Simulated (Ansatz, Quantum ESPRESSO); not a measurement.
# 2H-NbSTe, 1 layer: response to a perpendicular field, part 3 of 7

Aim: how 2H-NbSTe, 1 layer screens a field along its normal, and what the field does to its bands.

Quantum ESPRESSO 7.5; plane-wave DFT, RPBE, GBRV ultrasoft pseudopotentials made under PBE; geometry and cross-check by Ansatz 0.2.0 with PAW datasets.

So far. Step 3 (Self-consistent run: no field): The run needed 13 iterations to bring the estimated error under 1e-09 Ry; the largest force on any atom, held or free, is 0.18 eV/Å. Step 4 (Electrostatic potential): The vacuum is flat to 0.1 meV/Å, so its level is well defined. Inside the slab the curve depends on the local part of the pseudopotentials; only the vacuum level has a meaning of its own.

### 5. Band structure: no field

The density is frozen and the levels are solved along a path.

f0.bands.in reads:

```
&control
  prefix = 'f0.bands'
  outdir = './out'
  pseudo_dir = './pseudo'
  calculation = 'bands'
  tefield = .true.
  dipfield = .true.
/
&system
  ibrav = 0
  nat = 3
  ntyp = 3
  ecutwfc = 40
  ecutrho = 200
  input_dft = 'rpbe'
  occupations = 'smearing'
  smearing = 'fd'
  degauss = 0.004
  edir = 3
  emaxpos = 0.97
  eopreg = 0.04
  eamp = 0.0
  nbnd = 18
/
&electrons
  conv_thr = 1e-07
  mixing_beta = 0.4
  electron_maxstep = 120
  mixing_mode = 'local-TF'
/
ATOMIC_SPECIES
  Te  127.6000  te_pbe_v1.uspp.F.UPF
  Nb  92.9064  nb_pbe_v1.uspp.F.UPF
  S   32.0600  s_pbe_v1.4.uspp.F.UPF
CELL_PARAMETERS angstrom
  3.53190124983176 0.00000000000000 -0.00000000000000
  -1.76595062491588 3.05871620601231 0.00000000000000
  -0.00000000000000 0.00000000000000 20.42899426260000
ATOMIC_POSITIONS crystal
  Te  0.333333333333 0.666666666667 0.417425539445
  Nb  0.000000000000 -0.000000000000 0.513359579975
  S   0.333333333333 0.666666666667 0.581986021980
K_POINTS crystal_b
4
  0.0000000000 0.0000000000 0.0000000000 14
  0.5000000000 0.0000000000 0.0000000000 14
  0.3333333333 0.3333333333 0.0000000000 14
  0.0000000000 0.0000000000 0.0000000000 1
```

Launch:

```bash
> cp -r out/f0.save out/f0.bands.save
> cp out/f0.xml out/f0.bands.xml
> OMP_NUM_THREADS=1 mpirun -n 4 pw.x -nk 4 -in f0.bands.in > f0.bands.out
```

The program printed:

```text
[banner, memory and clock lines left out]
Program PWSCF v.7.5 starts

          URL

     Presently no symmetry can be used with electric field

     IMPORTANT: XC functional enforced from input :
     Exchange-correlation= RPBE
                           (   1   4  44   4   0   0   0)
     Any further DFT definition will be discarded
     Please, verify this is what you really want

     Atomic positions and unit cell read from directory:
     ./out/f0.bands.save/

     G-vector sticks info

     bravais-lattice index     =            0
     lattice parameter (alat)  =       6.6743  a.u.
     unit-cell volume          =    1489.3313 (a.u.)^3
     number of atoms/cell      =            3
     number of atomic types    =            3
     number of electrons       =        25.00
     number of Kohn-Sham states=           18
     kinetic-energy cutoff     =      40.0000  Ry
     charge density cutoff     =     200.0000  Ry
     Exchange-correlation= RPBE
                           (   1   4  44   4   0   0   0)

     celldm(1)=   6.674326  celldm(2)=   0.000000  celldm(3)=   0.000000
     celldm(4)=   0.000000  celldm(5)=   0.000000  celldm(6)=   0.000000

     crystal axes: (cart. coord. in units of alat)
               a(1) = (   1.000000   0.000000  -0.000000 )
               a(2) = (  -0.500000   0.866025   0.000000 )
               a(3) = (  -0.000000   0.000000   5.784135 )

     reciprocal axes: (cart. coord. in units 2 pi/alat)
               b(1) = (  1.000000  0.577350  0.000000 )
               b(2) = ( -0.000000  1.154701 -0.000000 )
               b(3) = (  0.000000  0.000000  0.172887 )

     PseudoPot. # 1 for Te read from file:
     ./pseudo/te_pbe_v1.uspp.F.UPF
     Pseudo is Ultrasoft + core correction, Zval =  6.0
     Generated by new atomic code, or converted to UPF format
     Using radial grid of  891 points,  5 beta functions with:
                l(1) =   0
                l(2) =   0
                l(3) =   1
                l(4) =   1
                l(5) =   2
     Q(r) pseudized with  6 coefficients,  rinner =    1.800   1.800   1.800
                                                       1.800   1.800

     PseudoPot. # 2 for Nb read from file:
     ./pseudo/nb_pbe_v1.uspp.F.UPF
     Pseudo is Ultrasoft + core correction, Zval = 13.0
     Generated by new atomic code, or converted to UPF format
     Using radial grid of  887 points,  6 beta functions with:
                l(1) =   0
                l(2) =   0
                l(3) =   1
                l(4) =   1
                l(5) =   2
                l(6) =   2
     Q(r) pseudized with  6 coefficients,  rinner =    1.000   1.000   1.000
                                                       1.000   1.000

     PseudoPot. # 3 for S  read from file:
     ./pseudo/s_pbe_v1.4.uspp.F.UPF
     Pseudo is Ultrasoft + core correction, Zval =  6.0
     Generated by new atomic code, or converted to UPF format
     Using radial grid of  907 points,  6 beta functions with:
                l(1) =   0
                l(2) =   0
                l(3) =   1
                l(4) =   1
                l(5) =   2
                l(6) =   2
     Q(r) pseudized with  8 coefficients,  rinner =    1.300   1.300   1.300
                                                       1.300   1.300

     atomic species   valence    mass     pseudopotential
     Te                6.00   127.60000     Te( 1.00)
     Nb               13.00    92.90640     Nb( 1.00)
     S                 6.00    32.06000     S ( 1.00)

     No symmetry found

   Cartesian axes

     site n.     atom                  positions (alat units)
         1        Te     tau(   1) = (  -0.0000000   0.5773503   2.4144457  )
         2        Nb     tau(   2) = (   0.0000000   0.0000000   2.9693412  )
         3        S      tau(   3) = (  -0.0000000   0.5773503   3.3662858  )

     number of k points=    43  Fermi-Dirac smearing, width (Ry)=  0.0040
                       cart. coord. in units 2pi/alat
        k(    1) = (   0.0000000   0.0000000   0.0000000), wk =   0.0465116
        k(    2) = (   0.0357143   0.0206197   0.0000000), wk =   0.0465116
        k(    3) = (   0.0714286   0.0412393   0.0000000), wk =   0.0465116
        k(    4) = (   0.1071429   0.0618590   0.0000000), wk =   0.0465116
        k(    5) = (   0.1428571   0.0824786   0.0000000), wk =   0.0465116
        k(    6) = (   0.1785714   0.1030983   0.0000000), wk =   0.0465116
        k(    7) = (   0.2142857   0.1237179   0.0000000), wk =   0.0465116
        k(    8) = (   0.2500000   0.1443376   0.0000000), wk =   0.0465116
        k(    9) = (   0.2857143   0.1649572   0.0000000), wk =   0.0465116
        k(   10) = (   0.3214286   0.1855769   0.0000000), wk =   0.0465116
        k(   11) = (   0.3571429   0.2061965   0.0000000), wk =   0.0465116
        k(   12) = (   0.3928571   0.2268162   0.0000000), wk =   0.0465116
        k(   13) = (   0.4285714   0.2474358   0.0000000), wk =   0.0465116
        k(   14) = (   0.4642857   0.2680555   0.0000000), wk =   0.0465116
        k(   15) = (   0.5000000   0.2886751   0.0000000), wk =   0.0465116
        k(   16) = (   0.4880952   0.3092948   0.0000000), wk =   0.0465116
        k(   17) = (   0.4761905   0.3299144   0.0000000), wk =   0.0465116
        k(   18) = (   0.4642857   0.3505341   0.0000000), wk =   0.0465116
        k(   19) = (   0.4523810   0.3711537   0.0000000), wk =   0.0465116
        k(   20) = (   0.4404762   0.3917734   0.0000000), wk =   0.0465116
        k(   21) = (   0.4285714   0.4123930   0.0000000), wk =   0.0465116
        k(   22) = (   0.4166667   0.4330127   0.0000000), wk =   0.0465116
        k(   23) = (   0.4047619   0.4536324   0.0000000), wk =   0.0465116
        k(   24) = (   0.3928571   0.4742520   0.0000000), wk =   0.0465116
        k(   25) = (   0.3809524   0.4948717   0.0000000), wk =   0.0465116
        k(   26) = (   0.3690476   0.5154913   0.0000000), wk =   0.0465116
        k(   27) = (   0.3571429   0.5361110   0.0000000), wk =   0.0465116
        k(   28) = (   0.3452381   0.5567306   0.0000000), wk =   0.0465116
        k(   29) = (   0.3333333   0.5773503   0.0000000), wk =   0.0465116
        k(   30) = (   0.3095238   0.5361110   0.0000000), wk =   0.0465116
        k(   31) = (   0.2857143   0.4948717   0.0000000), wk =   0.0465116
        k(   32) = (   0.2619048   0.4536324   0.0000000), wk =   0.0465116
        k(   33) = (   0.2380952   0.4123930   0.0000000), wk =   0.0465116
        k(   34) = (   0.2142857   0.3711537   0.0000000), wk =   0.0465116
        k(   35) = (   0.1904762   0.3299144   0.0000000), wk =   0.0465116
[...]
-4.1150  -3.4736  -2.1079  -1.2577  -0.8801   1.4482   1.6544   2.8659
     3.3897   5.1085

          k = 0.3929 0.2268 0.0000 (  6336 PWs)   bands (ev):

   -55.7894 -31.9685 -31.8409 -31.8244 -13.0506 -11.1703  -5.4640  -4.6097
    -4.1298  -3.5106  -2.1104  -1.2193  -0.8820   1.5415   1.6411   2.8836
     3.4340   4.8883

          k = 0.4286 0.2474 0.0000 (  6358 PWs)   bands (ev):

   -55.7884 -31.9807 -31.8383 -31.8272 -13.0020 -11.0369  -5.6176  -4.7746
    -4.1113  -3.5405  -2.1050  -1.1887  -0.8524   1.6375   1.6438   2.8441
     3.4595   4.6282

          k = 0.4643 0.2681 0.0000 (  6378 PWs)   bands (ev):

   -55.7878 -31.9883 -31.8367 -31.8290 -12.9721 -10.9476  -5.7280  -4.8717
    -4.1006  -3.5599  -2.0984  -1.1694  -0.8178   1.6517   1.7174   2.7766
     3.4715   4.4710

          k = 0.5000 0.2887 0.0000 (  6398 PWs)   bands (ev):

   -55.7876 -31.9908 -31.8362 -31.8296 -12.9620 -10.9161  -5.7683  -4.9032
    -4.0976  -3.5665  -2.0956  -1.1628  -0.8029   1.6555   1.7506   2.7421
     3.4749   4.4205

          k = 0.4881 0.3093 0.0000 (  6376 PWs)   bands (ev):

   -55.7876 -31.9905 -31.8362 -31.8303 -12.9609 -10.9133  -5.7613  -4.9048
    -4.0969  -3.5676  -2.0949  -1.2371  -0.7589   1.6384   1.7719   2.7482
     3.4354   4.4604

          k = 0.4762 0.3299 0.0000 (  6360 PWs)   bands (ev):

   -55.7875 -31.9894 -31.8360 -31.8324 -12.9576 -10.9051  -5.7403  -4.9096
    -4.0948  -3.5706  -2.0930  -1.4043  -0.6804   1.6040   1.8175   2.7672
     3.3380   4.5567

          k = 0.4643 0.3505 0.0000 (  6354 PWs)   bands (ev):

   -55.7874 -31.9876 -31.8364 -31.8352 -12.9523 -10.8917  -5.7055  -4.9181
    -4.0911  -3.5745  -2.0905  -1.6155  -0.6102   1.5628   1.8734   2.8009
     3.2180   4.6692

          k = 0.4524 0.3712 0.0000 (  6352 PWs)   bands (ev):

   -55.7873 -31.9852 -31.8409 -31.8352 -12.9452 -10.8735  -5.6571  -4.9308
    -4.0858  -3.5780  -2.0888  -1.8526  -0.5569   1.5151   1.9344   2.8515
     3.0986   4.7720

          k = 0.4405 0.3918 0.0000 (  6356 PWs)   bands (ev):

   -55.7871 -31.9821 -31.8469 -31.8348 -12.9366 -10.8510  -5.5955  -4.9480
    -4.0788  -3.5800  -2.1227  -2.0717  -0.5196   1.4599   1.9972   2.9192
     2.9926   4.8553

          k = 0.4286 0.4124 0.0000 (  6370 PWs)   bands (ev):

   -55.7869 -31.9784 -31.8539 -31.8342 -12.9268 -10.8249  -5.5213  -4.9698
    -4.0702  -3.5798  -2.3752  -2.0831  -0.4945   1.3974   2.0585   2.8966
     3.0126   4.9186

          k = 0.4167 0.4330 0.0000 (  6360 PWs)   bands (ev):

   -55.7867 -31.9742 -31.8617 -31.8337 -12.9162 -10.7963  -5.4351  -4.9957
    -4.0604  -3.5780  -2.6390  -2.0868  -0.4771   1.3291   2.1155   2.8256
     3.1168   4.9658

          k = 0.4048 0.4536 0.0000 (  6378 PWs)   bands (ev):

   -55.7864 -31.9695 -31.8700 -31.8331 -12.9054 -10.7661  -5.3377  -5.0246
    -4.0504  -3.5778  -2.8944  -2.0937  -0.4631   1.2573   2.1654   2.7740
     3.2342   5.0017

          k = 0.3929 0.4743 0.0000 (  6384 PWs)   bands (ev):

   -55.7862 -31.9644 -31.8787 -31.8325 -12.8948 -10.7358  -5.2304  -5.0549
    -4.0425  -3.5889  -3.1250  -2.1042  -0.4491   1.1849   2.2063   2.7424
     3.3575   5.0319

          k = 0.3810 0.4949 0.0000 (  6376 PWs)   bands (ev):

   -55.7860 -31.9590 -31.8873 -31.8320 -12.8849 -10.7068  -5.1149  -5.0846
    -4.0412  -3.6380  -3.2959  -2.1178  -0.4328   1.1152   2.2375   2.7290
     3.4785   5.0624

          k = 0.3690 0.5155 0.0000 (  6356 PWs)   bands (ev):

   -55.7858 -31.9536 -31.8955 -31.8315 -12.8763 -10.6809  -5.1116  -4.9942
    -4.0584  -3.7438  -3.3728  -2.1332  -0.4139   1.0521   2.2601   2.7291
     3.5871   5.0998

          k = 0.3571 0.5361 0.0000 (  6361 PWs)   bands (ev):

   -55.7857 -31.9486 -31.9028 -31.8311 -12.8695 -10.6600  -5.1335  -4.8748
    -4.1185  -3.8402  -3.3913  -2.1479  -0.3947   1.0001   2.2765   2.7359
     3.6730   5.1493

          k = 0.3452 0.5567 0.0000 (  6369 PWs)   bands (ev):

   -55.7856 -31.9449 -31.9080 -31.8309 -12.8651 -10.6461  -5.1481  -4.7728
    -4.2124  -3.8801  -3.3923  -2.1588  -0.3793   0.9650   2.2878   2.7429
     3.7272   5.2069

          k = 0.3333 0.5774 0.0000 (  6363 PWs)   bands (ev):

   -55.7856 -31.9434 -31.9100 -31.8308 -12.8635 -10.6410  -5.1534  -4.7280
    -4.2611  -3.8881  -3.3912  -2.1630  -0.3730   0.9523   2.2924   2.7455
     3.7452   5.2387

          k = 0.3095 0.5361 0.0000 (  6353 PWs)   bands (ev):

   -55.7857 -31.9476 -31.9035 -31.8312 -12.8707 -10.6644  -5.1292  -4.8522
    -4.1121  -3.8619  -3.3988  -2.1437  -0.4030   1.0052   2.2602   2.7407
     3.6840   5.1737

          k = 0.2857 0.4949 0.0000 (  6367 PWs)   bands (ev):

   -55.7862 -31.9531 -31.8904 -31.8325 -12.8939 -10.7401  -5.0697  -4.9821
    -3.9932  -3.6926  -3.4047  -2.0887  -0.4831   1.1390   2.1388   2.7472
     3.5489   5.1861

          k = 0.2619 0.4536 0.0000 (  6353 PWs)   bands (ev):

   -55.7870 -31.9545 -31.8757 -31.8347 -12.9353 -10.8687  -5.1088  -4.8700
    -4.0146  -3.5246  -3.2593  -2.0158  -0.5744   1.2754   1.9638   2.7495
     3.4239   5.3211

          k = 0.2381 0.4124 0.0000 (  6357 PWs)   bands (ev):

   -55.7883 -31.9502 -31.8610 -31.8379 -12.9954 -11.0409  -5.1120  -4.6468
    -4.0877  -3.4961  -2.9266  -1.9471  -0.6375   1.3158   1.8303   2.7027
     3.3741   5.5103

          k = 0.2143 0.3712 0.0000 (  6361 PWs)   bands (ev):

   -55.7898 -31.9399 -31.8469 -31.8419 -13.0736 -11.2410  -5.0561  -4.3819
    -4.1718  -3.4562  -2.5855  -1.8929  -0.6518   1.2475   1.7708   2.6176
     3.3821   5.4433

          k = 0.1905 0.3299 0.0000 (  6355 PWs)   bands (ev):

   -55.7917 -31.9243 -31.8469 -31.8335 -13.1679 -11.4513  -4.9630  -4.3655
    -3.9892  -3.3711  -2.3045  -1.8269  -0.6180   1.1753   1.7385   2.5255
     3.3792   5.0797

          k = 0.1667 0.2887 0.0000 (  6355 PWs)   bands (ev):

   -55.7938 -31.9043 -31.8521 -31.8215 -13.2747 -11.6564  -4.8823  -4.4545
    -3.7040  -3.1991  -2.1577  -1.6849  -0.5440   1.1641   1.7417   2.4328
     3.3183   4.7054

          k = 0.1429 0.2474 0.0000 (  6357 PWs)   bands (ev):

   -55.7959 -31.8818 -31.8571 -31.8110 -13.3886 -11.8446  -4.9166  -4.4161
    -3.5231  -2.9151  -2.0985  -1.5051  -0.4256   1.2235   1.8144   2.3422
     3.1892   4.3656

          k = 0.1190 0.2062 0.0000 (  6365 PWs)   bands (ev):

   -55.7980 -31.8666 -31.8536 -31.8020 -13.5031 -12.0085  -5.0512  -4.2544
    -3.4320  -2.6351  -1.9915  -1.3708  -0.2551   1.3497   1.9621   2.2642
     3.0074   4.0708

          k = 0.0952 0.1650 0.0000 (  6379 PWs)   bands (ev):

   -55.8000 -31.8698 -31.8321 -31.7947 -13.6105 -12.1442  -5.2036  -4.0487
    -3.3956  -2.4867  -1.7610  -1.2844  -0.0563   1.5495   2.1468   2.2195
     2.8031   3.8252

          k = 0.0714 0.1237 0.0000 (  6381 PWs)   bands (ev):

   -55.8017 -31.8739 -31.8116 -31.7889 -13.7033 -12.2500  -5.3402  -3.8346
    -3.3950  -2.4468  -1.4856  -1.2131   0.1253   1.8190   2.2014   2.3368
     2.6219   3.6291

          k = 0.0476 0.0825 0.0000 (  6393 PWs)   bands (ev):

   -55.8029 -31.8772 -31.7955 -31.7849 -13.7748 -12.3254  -5.4460  -3.6378
    -3.4111  -2.4617  -1.2577  -1.1426   0.2574   2.0753   2.2652   2.3997
     2.5872   3.4793

          k = 0.0238 0.0412 0.0000 (  6401 PWs)   bands (ev):

   -55.8037 -31.8792 -31.7852 -31.7824 -13.8198 -12.3705  -5.5125  -3.4908
    -3.4276  -2.4978  -1.1134  -1.0860   0.3318   2.1837   2.2434   2.5723
     2.6613   3.3723

          k = 0.0000 0.0000 0.0000 (  6401 PWs)   bands (ev):

   -55.8040 -31.8799 -31.7816 -31.7816 -13.8351 -12.3855  -5.5352  -3.4342
    -3.4342  -2.5172  -1.0642  -1.0642   0.3549   2.2133   2.2133   2.6919
     2.6919   3.3258

     XML data file, pseudopotentials, collected wavefunctions

                                        0.00s GPU  (     509 calls)

Note: The following floating-point exceptions are signalling: IEEE_UNDERFLOW_FLAG IEEE_DENORMAL
Note: The following floating-point exceptions are signalling: IEEE_UNDERFLOW_FLAG IEEE_DENORMAL
Note: The following floating-point exceptions are signalling: IEEE_UNDERFLOW_FLAG IEEE_DENORMAL
Note: The following floating-point exceptions are signalling: IEEE_UNDERFLOW_FLAG IEEE_DENORMAL
[key lines of the parts left out:]
Dipole field         -0.0006 Ry au,
```

The job ended after 15 s (4 MPI ranks of Intel Xeon Platinum 8488C (Sapphire Rapids), shared host; peak memory 0.36 GiB).

Band numbers count within the set of bands kept for display. Electronic bands along the path, in eV, zero at the Fermi level; # counts the bands kept:

```csv
point,#3,#4,#5,#6,#7,#8,#9,#10
Γ,-2.87,-1.95,-0.50,-0.50,0.92,2.78,2.78,3.26
M,-3.53,-3.00,-1.53,-0.60,-0.24,2.22,2.32,3.31
K,-3.70,-3.32,-2.83,-1.60,0.19,1.52,2.86,3.31
Γ,-2.87,-1.95,-0.50,-0.50,0.92,2.78,2.78,3.26
```

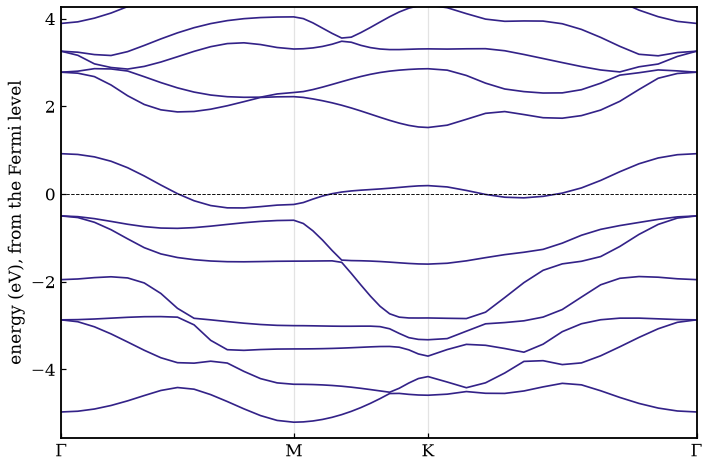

Electronic bands along the path.

### 6. Ground state: field 0.1 V/Å

eamp is the field in Hartree atomic units (1 a.u. = 51.42 V/Å). With dipfield on, it is the field in the vacuum beside an isolated sheet. The run starts from the density of the one before.

f1.in reads:

```
&control
  prefix = 'f1'
  outdir = './out'
  pseudo_dir = './pseudo'
  calculation = 'scf'
  tprnfor = .true.
  tefield = .true.
  dipfield = .true.
/
&system
  ibrav = 0
  nat = 3
  ntyp = 3
  ecutwfc = 40
  ecutrho = 200
  input_dft = 'rpbe'
  occupations = 'smearing'
  smearing = 'fd'
  degauss = 0.004
  edir = 3
  emaxpos = 0.97
  eopreg = 0.04
  eamp = 0.00194469
/
&electrons
  conv_thr = 1e-09
  mixing_beta = 0.4
  electron_maxstep = 120
  mixing_mode = 'plain'
  startingpot = 'file'
/
ATOMIC_SPECIES
  Te  127.6000  te_pbe_v1.uspp.F.UPF
  Nb  92.9064  nb_pbe_v1.uspp.F.UPF
  S   32.0600  s_pbe_v1.4.uspp.F.UPF
CELL_PARAMETERS angstrom
  3.53190124983176 0.00000000000000 -0.00000000000000
  -1.76595062491588 3.05871620601231 0.00000000000000
  -0.00000000000000 0.00000000000000 20.42899426260000
ATOMIC_POSITIONS crystal
  Te  0.333333333333 0.666666666667 0.417425539445
  Nb  0.000000000000 -0.000000000000 0.513359579975
  S   0.333333333333 0.666666666667 0.581986021980
K_POINTS automatic
  12 12 1 0 0 0
```

Launch:

```bash
> cp -r out/f0.save out/f1.save
> OMP_NUM_THREADS=1 mpirun -n 4 pw.x -nk 4 -in f1.in > f1.out
```

The program printed:

```text
[banner, memory and clock lines left out]
Program PWSCF v.7.5 starts
[...]
number of electrons       =        25.00
     number of Kohn-Sham states=           17
     kinetic-energy cutoff     =      40.0000  Ry
     charge density cutoff     =     200.0000  Ry
[...]
number of k points=    74  Fermi-Dirac smearing, width (Ry)=  0.0040
[...]
Dense  grid:    70913 G-vectors     FFT dimensions: (  32,  32, 180)
[...]
The initial density is read from file :
[...]
negative rho (up, down):  2.717E-03 0.000E+00
[...]
Starting wfcs are   21 randomized atomic wfcs
[...]
negative rho (up, down):  2.710E-03 0.000E+00
[...]
estimated scf accuracy    <       0.01432388 Ry
[...]
negative rho (up, down):  2.722E-03 0.000E+00
[...]
estimated scf accuracy    <       0.24584187 Ry
[...]
negative rho (up, down):  2.718E-03 0.000E+00
[...]
estimated scf accuracy    <       0.00037267 Ry
[...]
negative rho (up, down):  2.716E-03 0.000E+00
[...]
estimated scf accuracy    <       0.00001909 Ry
[...]
negative rho (up, down):  2.714E-03 0.000E+00
[...]
estimated scf accuracy    <       0.00000347 Ry
[...]
negative rho (up, down):  2.714E-03 0.000E+00
[...]
estimated scf accuracy    <       0.00000041 Ry
[...]
negative rho (up, down):  2.713E-03 0.000E+00
[...]
estimated scf accuracy    <       0.00000001 Ry
[...]
negative rho (up, down):  2.713E-03 0.000E+00
[...]
estimated scf accuracy    <       0.00000002 Ry
[...]
negative rho (up, down):  2.713E-03 0.000E+00
[...]
Computed dipole along edir(3) :
        Dipole               -0.0125 Ry au,         -0.0318 Debye
        Dipole field         -0.0001 Ry au,
        E field amplitude [Ha a.u.]:  1.9447E-03
        Potential amp.        0.1520 Ry
        Total length         37.0610 bohr
[...]
the Fermi energy is    -0.5630 ev
!    total energy              =    -168.77812638 Ry
     estimated scf accuracy    <          3.7E-10 Ry
     smearing contrib. (-TS)   =      -0.00289063 Ry
     internal energy E=F+TS    =    -168.77523575 Ry
[...]
one-electron contribution =    -832.29120629 Ry
     hartree contribution      =     416.76011230 Ry
     xc contribution           =     -41.41916685 Ry
     ewald contribution        =     288.17497516 Ry
     electric field correction =       0.00004993 Ry
     convergence has been achieved in   9 iterations
     negative rho (up, down):  2.713E-03 0.000E+00
[...]
Total force =     0.009183     Total SCF correction =     0.000073
[...]
```

The job ended after 35 s (4 MPI ranks; peak memory 0.61 GiB; 2.3 min of CPU time).

Numbers from this step:

| Item | Value |
| --- | --- |
| free energy | -2296.3434 eV |
| energy at zero smearing | -2296.3237 eV |
| Fermi energy | -0.563 eV |
| dipole along the normal | -0.006621 e·Å |

The dipole goes from -0.0403 to -0.0066 e Å, 0.3364 e Å per V/Å.

### 7. Electrostatic potential

f1.pot.in reads:

```
&inputpp
  prefix = 'f1'
  outdir = './out'
  filplot = 'f1.pot.dat'
  plot_num = 11
/
```

Launch:

```bash
> OMP_NUM_THREADS=1 mpirun -n 4 pp.x -in f1.pot.in > f1.pot.out
```

Run time: 1.8 s. Hardware: 4 MPI ranks; peak memory 0.1 GiB; 6.2 s of CPU time.

Read from the output:

| Property | Result |
| --- | --- |
| slope of the potential above | 0.1000 eV/Å |
| upper vacuum line continued to the top atoms, over the Fermi level | 5.376 eV |
| slope of the potential below | 0.09992 eV/Å |
| lower vacuum line continued to the bottom atoms, over the Fermi level | 4.929 eV |

The slope in the vacuum is 0.100 eV/Å for an applied 0.10 V/Å, as it should be.

[end of part 3 of 7]

[Logs are printed without paths, hosts, clocks, repeated set-up lines and the standing remarks that a program may print on its own settings, such as how far it seeks lower states.]

[Hosts, paths, dates, database ids (printed as entryN), source tags and the programs' standing remarks are cut or masked in the printed files.]

[Maps of the electrostatic potential energy from Ansatz leave out the sawtooth potential of an applied field or a dipole correction, so their vacuum need not be flat; planar profiles and work functions include it.]
